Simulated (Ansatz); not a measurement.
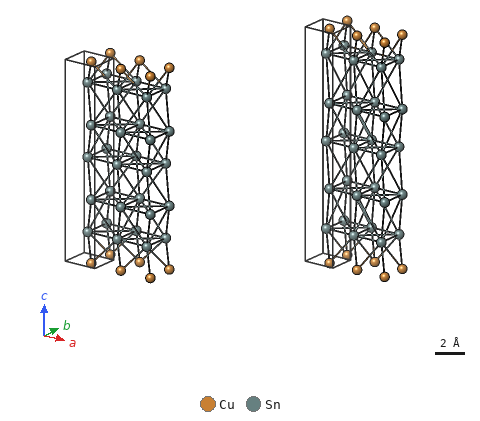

Two geometries of solid CuSn$_{5}$ (a generated structure, set up in P-6m2), drawn at one scale. One is the start of a relaxation, the other its converged end. Style: ball-and-stick. Shown: the cell of the calculation, repeated 3 × 2 × 1 with one cell outlined, slightly off an axis.

Computed with Ansatz, DFT PBE, scalar-relativistic, plane waves, PAW. Settings: plane-wave cutoff 420 eV; k-point mesh 12 × 12 × 4; occupations gaussian; smearing width 0.1 eV; no spin polarisation; cell and atoms relaxed; force threshold 0.01 eV/Å; at most 80 steps.

Q: Which geometry has the lower energy?

A: The left one is the relaxed one. The largest moves relative to the cell, 0.045 Å, are those of Sn atoms. Cu stays in place. Cell: a = b 3.238 → 3.470 Å (+7.2 %), c 16.948 → 14.588 Å (−13.9 %). Volume −1.1 %. Near-neighbour distances that change, for instance: Sn–Sn 3.744 → 3.370 Å, Sn–Sn 3.612 → 3.360 Å, Sn–Sn 3.238 → 3.470 Å, Cu–Sn 2.841 → 2.752 Å. Among the angles between lasting bonds that change: Sn–Cu–Sn 97.7° → 86.5°, Sn–Cu–Sn 69.5° → 78.2°, Cu–Sn–Cu 69.5° → 78.2°. The space group stays P-6m2 (No. 187). Over 9 accepted moves (12 points after the start) the energy falls by 37.9 meV per atom. The largest force component goes from 0.047 to 0.001 eV/Å. The pressure goes from 0.14 to 0.00 GPa. The line search rejected the trial step at point 9 of the run. At 2 points the geometry stayed and the basis and grid were re-selected for the new cell (energy shift of 0.1 meV per atom at most each time).
